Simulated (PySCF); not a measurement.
SMILES [Si]([O])(C)(OC)OC (C₃H₉O₃Si), doublet at its GFN2-xTB optimised geometry (Å):

```
16

C      1.7221     1.2485     0.4729
O      0.9479     0.1942     0.0000
Si    -0.6792     0.1942     0.0000
C     -0.9924    -0.5689     1.8711
O     -1.5722     1.4367     0.0000
O     -0.9368    -1.1576    -0.8680
C     -2.1859    -1.5541    -1.3335
H      2.6712     1.2357    -0.0665
H      1.2266     2.2078     0.3190
H      1.9233     1.1209     1.5410
H     -2.0490    -0.7687     1.9288
H     -0.6827     0.2045     2.5535
H     -0.3839    -1.4566     1.9233
H     -2.0370    -2.1137    -2.2591
H     -2.6712    -2.2078    -0.6022
H     -2.8316    -0.6964    -1.5251
```

Computed with unrestricted CAM-B3LYP/def2-TZVP (PySCF).

Map of the electrostatic potential (hartree/e), clipped to [-0.08, 0.12] on the plane z = 1.2 Å:

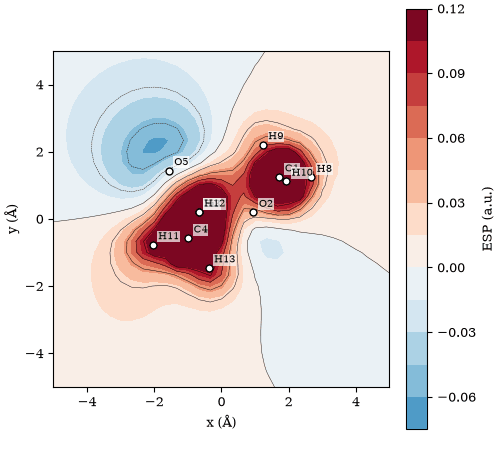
Fig. 1. Electrostatic potential (hartree/e), clipped to [-0.08, 0.12] on the plane z = 1.2 Å.
